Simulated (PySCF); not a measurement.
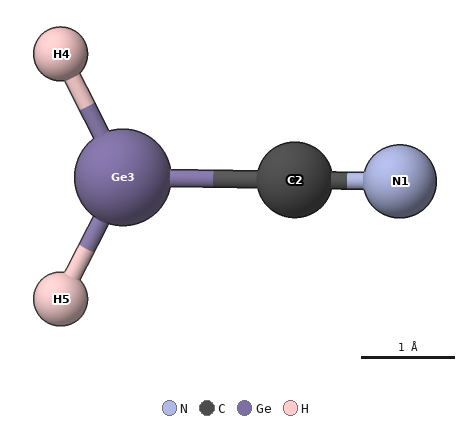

*The input geometry (ball-and-stick view, seen on its broad side; atoms are numbered from 1 in the order of the input). Sticks mark near contacts.*

Irc calculation of CH₂GeN (part 1 of 2)

CH₂GeN, multiplicity 2, computed with HF/6-31G*, UHF, dispersion D4, sfX2C (PySCF 2.14.0).

The input sets isotopic masses. The geometry was optimised with HF/6-31G* saddle. Figures and captions count atoms from 1; the log counts them from 0 in places.

The program's output:
```
WARN: HOMO -0.100016586169783 >= LUMO -0.100016586169783

converged SCF energy = -2185.69130499029  <S^2> = 0.8520069  2S+1 = 2.0995303

WARN: DFTD4 does not support analytical Hessian, using finite difference.

WARN: Mole.unit (angstrom) is changed to Bohr

lowest modes (1/cm) [  0. +771.3j 285.2  +0.j  338.2  +0.j ]

WARN: Mole.unit (angstrom) is changed to bohr

converged SCF energy = -2185.69174770678  <S^2> = 0.85041772  2S+1 = 2.0980159
--------------- SecondOrdersfX2C1eUHF_Scanner gradients ---------------
         x                y                z
0 N     0.0001035763    -0.0001269486     0.0006944476
1 C     0.0007995663    -0.0001544780    -0.0030196951
2 Ge    -0.0031220485     0.0009957863     0.0077698497
3 H     0.0008799378    -0.0007677151    -0.0027617835
4 H     0.0013389682     0.0000533553    -0.0026828187
----------------------------------------------

WARN: Mole.unit (angstrom) is changed to bohr

converged SCF energy = -2185.69226464194  <S^2> = 0.84534009  2S+1 = 2.0931699
--------------- SecondOrdersfX2C1eUHF_Scanner gradients ---------------
         x                y                z
0 N    -0.0016969076     0.0009784366    -0.0002659760
1 C     0.0029525504    -0.0013563716    -0.0030893232
2 Ge    -0.0060291934     0.0023673991     0.0104606111
3 H     0.0030834082     0.0002452586    -0.0034311119
4 H     0.0016901423    -0.0022347227    -0.0036741999
----------------------------------------------

WARN: Mole.unit (angstrom) is changed to bohr

converged SCF energy = -2185.69230540506  <S^2> = 0.85551765  2S+1 = 2.102872
--------------- SecondOrdersfX2C1eUHF_Scanner gradients ---------------
         x                y                z
0 N     0.0064549279    -0.0041631032     0.0054756278
1 C    -0.0055673275     0.0041380393    -0.0103277155
2 Ge     0.0019357976    -0.0027921712     0.0173123297
3 H    -0.0059785499    -0.0067284483    -0.0070245686
4 H     0.0031551518     0.0095456834    -0.0054356733
----------------------------------------------

WARN: Mole.unit (angstrom) is changed to bohr

converged SCF energy = -2185.69325065303  <S^2> = 0.84137913  2S+1 = 2.0893818
--------------- SecondOrdersfX2C1eUHF_Scanner gradients ---------------
         x                y                z
0 N    -0.0013780234     0.0007501546     0.0002364658
1 C     0.0027570038    -0.0010614001    -0.0049815022
2 Ge    -0.0072581928     0.0026409577     0.0147162756
3 H     0.0035937654    -0.0000006008    -0.0048713985
4 H     0.0022854470    -0.0023291114    -0.0050998407
----------------------------------------------

WARN: Mole.unit (angstrom) is changed to bohr

converged SCF energy = -2185.6928787337  <S^2> = 0.85184294  2S+1 = 2.0993741
--------------- SecondOrdersfX2C1eUHF_Scanner gradients ---------------
         x                y                z
0 N     0.0092227625    -0.0059291439     0.0076320362
1 C    -0.0085989734     0.0062652058    -0.0146568673
2 Ge     0.0067769573    -0.0061283888     0.0235512055
3 H    -0.0113943420    -0.0108103216    -0.0096025630
4 H     0.0039935955     0.0166026486    -0.0069238114
----------------------------------------------

WARN: Mole.unit (angstrom) is changed to bohr

converged SCF energy = -2185.69482456556  <S^2> = 0.8389166  2S+1 = 2.0870233
--------------- SecondOrdersfX2C1eUHF_Scanner gradients ---------------
         x                y                z
0 N     0.0022036110    -0.0015230928     0.0029040587
1 C    -0.0012116350     0.0016173175    -0.0095689837
2 Ge    -0.0020386902    -0.0009259975     0.0211023875
3 H    -0.0021901911    -0.0044193264    -0.0076909372
4 H     0.0032369052     0.0052510993    -0.0067465254
----------------------------------------------

WARN: Mole.unit (angstrom) is changed to bohr

converged SCF energy = -2185.69630719377  <S^2> = 0.83046727  2S+1 = 2.0789106
--------------- SecondOrdersfX2C1eUHF_Scanner gradients ---------------
         x                y                z
0 N     0.0001775292    -0.0002558524     0.0015858879
1 C     0.0006274335     0.0005123658    -0.0088330475
2 Ge    -0.0048465615     0.0005770544     0.0219536363
3 H     0.0010111528    -0.0022141403    -0.0075287978
4 H     0.0030304459     0.0013805726    -0.0071776788
----------------------------------------------

WARN: Mole.unit (angstrom) is changed to bohr

converged SCF energy = -2185.69746054512  <S^2> = 0.82291263  2S+1 = 2.0716299
--------------- SecondOrdersfX2C1eUHF_Scanner gradients ---------------
         x                y                z
0 N    -0.0023523078     0.0013304887    -0.0001009197
1 C     0.0029944108    -0.0009568661    -0.0074073743
2 Ge    -0.0066161152     0.0015258836     0.0223875473
3 H     0.0031313973    -0.0006939271    -0.0074142534
4 H     0.0028426149    -0.0012055791    -0.0074649998
----------------------------------------------

WARN: Mole.unit (angstrom) is changed to bohr

converged SCF energy = -2185.69849041073  <S^2> = 0.82425606  2S+1 = 2.0729265
--------------- SecondOrdersfX2C1eUHF_Scanner gradients ---------------
         x                y                z
0 N     0.0030429902    -0.0020431422     0.0033994097
1 C    -0.0031122343     0.0028858335    -0.0116161911
2 Ge    -0.0006348173    -0.0019494945     0.0236284179
3 H    -0.0022686383    -0.0041098731    -0.0081618520
4 H     0.0029726997     0.0052166763    -0.0072497845
----------------------------------------------

WARN: Mole.unit (angstrom) is changed to bohr

converged SCF energy = -2185.69960716057  <S^2> = 0.81327218  2S+1 = 2.0623018
--------------- SecondOrdersfX2C1eUHF_Scanner gradients ---------------
         x                y                z
0 N    -0.0037533680     0.0022203960    -0.0011512138
1 C     0.0037925803    -0.0014819708    -0.0066227355
2 Ge    -0.0060407198     0.0011748794     0.0226592533
3 H     0.0034533304    -0.0001526077    -0.0073637019
4 H     0.0025481771    -0.0017606968    -0.0075216020
----------------------------------------------

WARN: Mole.unit (angstrom) is changed to bohr

converged SCF energy = -2185.7000680768  <S^2> = 0.82266134  2S+1 = 2.0713873
--------------- SecondOrdersfX2C1eUHF_Scanner gradients ---------------
         x                y                z
0 N     0.0095762833    -0.0061030909     0.0073801344
1 C    -0.0108781500     0.0076946819    -0.0161719344
2 Ge     0.0066610498    -0.0059615737     0.0228005710
3 H    -0.0079133929    -0.0071269316    -0.0079151546
4 H     0.0025542099     0.0114969143    -0.0060936164
----------------------------------------------

WARN: Mole.unit (angstrom) is changed to bohr

converged SCF energy = -2185.70143227663  <S^2> = 0.80822716  2S+1 = 2.0574034
--------------- SecondOrdersfX2C1eUHF_Scanner gradients ---------------
         x                y                z
0 N    -0.0018844141     0.0010739353    -0.0001652407
1 C     0.0011516880     0.0000985270    -0.0076112028
2 Ge    -0.0019501601    -0.0010158384     0.0215971779
3 H     0.0005041845    -0.0015685122    -0.0070559251
4 H     0.0021787016     0.0014118883    -0.0067648093
----------------------------------------------

WARN: Mole.unit (angstrom) is changed to bohr

converged SCF energy = -2185.70239434347  <S^2> = 0.81378957  2S+1 = 2.0628035
--------------- SecondOrdersfX2C1eUHF_Scanner gradients ---------------
         x                y                z
0 N     0.0095045886    -0.0060099059     0.0068398539
1 C    -0.0116013855     0.0079804002    -0.0149394140
2 Ge     0.0066099927    -0.0055990994     0.0193404218
3 H    -0.0062076286    -0.0052162469    -0.0063079413
4 H     0.0016944329     0.0088448519    -0.0049329203
----------------------------------------------

WARN: Mole.unit (angstrom) is changed to bohr

converged SCF energy = -2185.70336633045  <S^2> = 0.79827265  2S+1 = 2.0477037
--------------- SecondOrdersfX2C1eUHF_Scanner gradients ---------------
         x                y                z
0 N    -0.0052644379     0.0032242440    -0.0027341433
1 C     0.0039662386    -0.0018331232    -0.0040294432
2 Ge    -0.0019332242    -0.0007150533     0.0184003067
3 H     0.0017901626    -0.0000283403    -0.0057879111
4 H     0.0014412608    -0.0006477271    -0.0058488091
----------------------------------------------

WARN: Mole.unit (angstrom) is changed to bohr

converged SCF energy = -2185.70288742965  <S^2> = 0.82337152  2S+1 = 2.0720729
--------------- SecondOrdersfX2C1eUHF_Scanner gradients ---------------
         x                y                z
0 N     0.0230277963    -0.0143925736     0.0148657141
1 C    -0.0267432976     0.0172477948    -0.0227126057
2 Ge     0.0140842256    -0.0093006460     0.0142849485
3 H    -0.0112399961    -0.0075527080    -0.0042727397
4 H     0.0008712718     0.0139981328    -0.0021653172
----------------------------------------------

WARN: Mole.unit (angstrom) is changed to bohr

converged SCF energy = -2185.70451769692  <S^2> = 0.7997658  2S+1 = 2.0491616
--------------- SecondOrdersfX2C1eUHF_Scanner gradients ---------------
         x                y                z
0 N     0.0032432105    -0.0020429785     0.0022491546
1 C    -0.0056091853     0.0039835699    -0.0084967733
2 Ge     0.0045611573    -0.0039491693     0.0142071067
3 H    -0.0030287836    -0.0024321252    -0.0043156711
4 H     0.0008336012     0.0044407032    -0.0036438169
----------------------------------------------

WARN: Mole.unit (angstrom) is changed to bohr

converged SCF energy = -2185.70529339915  <S^2> = 0.79437745  2S+1 = 2.0438957
--------------- SecondOrdersfX2C1eUHF_Scanner gradients ---------------
         x                y                z
0 N     0.0005141384    -0.0003057981     0.0001649896
1 C    -0.0030059009     0.0021858744    -0.0050720815
2 Ge     0.0006848345    -0.0015335449     0.0117062580
3 H     0.0013507428     0.0006208326    -0.0033219917
4 H     0.0004561853    -0.0009673640    -0.0034771744
----------------------------------------------

WARN: Mole.unit (angstrom) is changed to bohr

converged SCF energy = -2185.70557262474  <S^2> = 0.7857718  2S+1 = 2.0354575
--------------- SecondOrdersfX2C1eUHF_Scanner gradients ---------------
         x                y                z
0 N    -0.0084107542     0.0052694474    -0.0055704434
1 C     0.0064338809    -0.0038001288     0.0019066678
2 Ge     0.0053566219    -0.0037094064     0.0072396285
3 H    -0.0035129269    -0.0021209735    -0.0021043394
4 H     0.0001331784     0.0043610613    -0.0014715135
----------------------------------------------

WARN: Mole.unit (angstrom) is changed to bohr

converged SCF energy = -2185.70196943363  <S^2> = 0.83535738  2S+1 = 2.0836097
--------------- SecondOrdersfX2C1eUHF_Scanner gradients ---------------
         x                y                z
0 N     0.0340936487    -0.0211805846     0.0207059659
1 C    -0.0390551381     0.0244660568    -0.0258018377
2 Ge    -0.0169021527     0.0078487304     0.0162220264
3 H     0.0212426052     0.0127550781    -0.0037746744
4 H     0.0006210368    -0.0238892806    -0.0073514802
----------------------------------------------

WARN: Mole.unit (angstrom) is changed to bohr

converged SCF energy = -2185.69174585793  <S^2> = 0.85041757  2S+1 = 2.0980158
--------------- SecondOrdersfX2C1eUHF_Scanner gradients ---------------
         x                y                z
0 N     0.0006036475    -0.0003203652    -0.0001999236
1 C    -0.0020576393     0.0009459772     0.0021379045
2 Ge     0.0048186089    -0.0020606397    -0.0065836699
3 H    -0.0019117801     0.0003069309     0.0022832549
4 H    -0.0014528370     0.0011280967     0.0023624341
----------------------------------------------

WARN: Mole.unit (angstrom) is changed to bohr

converged SCF energy = -2185.69226180691  <S^2> = 0.845334  2S+1 = 2.0931641
--------------- SecondOrdersfX2C1eUHF_Scanner gradients ---------------
         x                y                z
0 N    -0.0009936170     0.0007115916    -0.0015766626
1 C    -0.0011271115     0.0002096481     0.0043287801
2 Ge     0.0056668212    -0.0021334803    -0.0106914675
3 H    -0.0010736735     0.0018506446     0.0040913792
4 H    -0.0024724192    -0.0006384041     0.0038479708
----------------------------------------------

WARN: Mole.unit (angstrom) is changed to bohr

converged SCF energy = -2185.69229605638  <S^2> = 0.85569243  2S+1 = 2.1030382
--------------- SecondOrdersfX2C1eUHF_Scanner gradients ---------------
         x                y                z
0 N     0.0073746111    -0.0045394763     0.0040418963
1 C    -0.0108676907     0.0062019501    -0.0009895522
2 Ge     0.0147609751    -0.0077354074    -0.0058019407
3 H    -0.0102165220    -0.0051274004     0.0005787084
4 H    -0.0010513735     0.0112003340     0.0021708882
----------------------------------------------
```
